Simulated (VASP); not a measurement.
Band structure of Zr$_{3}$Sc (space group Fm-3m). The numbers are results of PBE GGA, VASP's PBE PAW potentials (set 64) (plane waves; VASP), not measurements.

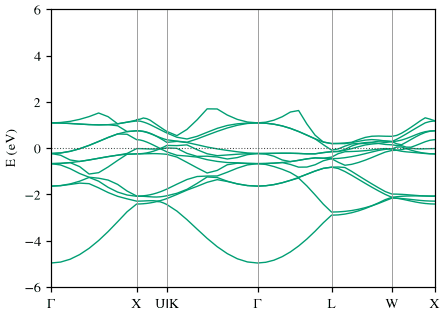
Figure: Bands along high-symmetry lines, zero at the valence-band maximum or, without a gap, the Fermi level

### Question
Read the plot: is there a gap, and where are the band edges?

### Answer
It has no gap at this level: it comes out as a metal or semimetal.

The structure was generated: Zr3Sc was put into an ordered model structure, which need not be its known phase. The cell was not relaxed at this level. The electron count is odd and the run is not spin-polarised, which forces a metal. VASP warned that the highest band is occupied, so more bands are needed.
